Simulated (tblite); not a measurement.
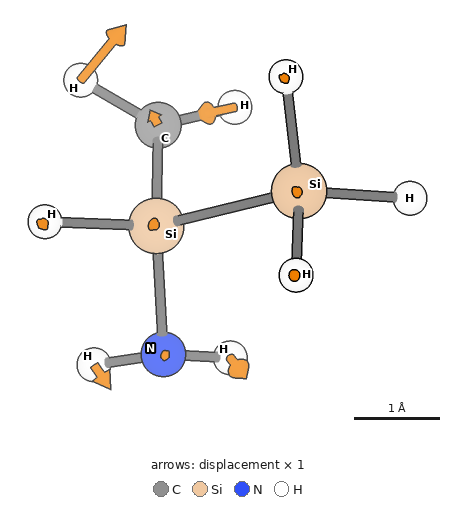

A relaxation of CH₈NSi₂ (multiplicity 2). The starting structure is drawn; orange arrows show the displacements, at their true length. The two geometries are superimposed by the best rigid fit.

Style: ball-and-stick. Shown from a free direction.

The calculation used GFN2-xTB geometry optimisation, gas phase in tblite. 

Question: Atoms of which element are displaced furthest, and by how much?

Answer: Hydrogen: up to 0.99 Å, against 0.22 Å for carbon.

Question: Describe the change and its energy.

Answer: The largest move after the best rigid fit is that of an H atom, 0.99 Å. Largest moves by element: H 0.99 Å, C 0.22 Å, Si 0.15 Å, N 0.11 Å. Some distances before and after: C–Si 1.792 → 1.830 Å, N–Si 1.696 → 1.733 Å, H–Si 1.501 → 1.464 Å, C–H 1.093 → 1.077 Å. Among the angles between lasting bonds that change: C–Si–N 106.2° → 117.2°, N–Si–Si 114.2° → 104.1°, Si–N–H 108.5° → 117.6°. Groups turn about C–Si by about 55°. The energy falls by 42.5 kJ/mol in 76 geometry steps. Cost: 0.22 s on 1 thread of AMD EPYC 9R45 96-Core Processor, on a shared host.
